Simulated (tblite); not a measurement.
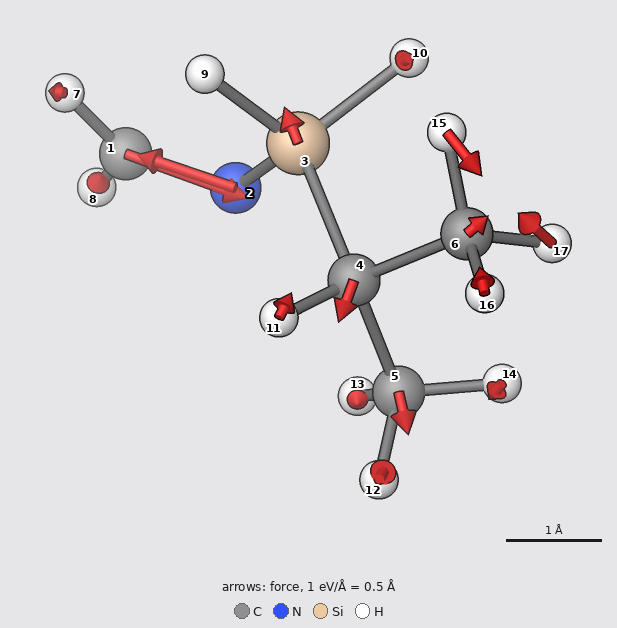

Starting geometry of C4H11NSi with the computed forces as red arrows. Style: ball-and-stick. Shown from a free direction.

Level of theory: GFN2-xTB geometry optimisation, gas phase (tblite). 

Question: What follows when this structure is relaxed?

Answer: It isn't relaxed: the largest force vector, on C1, is 2.84 eV/Å. The final displacements have little in common with the starting forces (cosine between the two patterns 0.19). The largest move after the best rigid fit is that of H9, 0.79 Å. Largest moves by element: H 0.79 Å, Si 0.31 Å, C 0.30 Å, N 0.12 Å. Near-neighbour distances that change, for instance: C1–N2 1.295 → 1.246 Å, C6–H17 1.129 → 1.088 Å, Si3–C4 1.871 → 1.910 Å, C5–H12 1.115 → 1.090 Å. Bond angles that change, for instance: N2–Si3–H10 112.8° → 102.4°, C1–N2–Si3 125.1° → 135.2°, N2–Si3–C4 113.8° → 104.5°. Groups turn about C4–C5 by about 35°, Si3–C4 by about 25°, C4–C6 by about 25°. After 113 geometry steps the energy has fallen by 0.650 eV. Cost: 1.1 s on 1 thread of Arm Neoverse N1, with other jobs on the host.
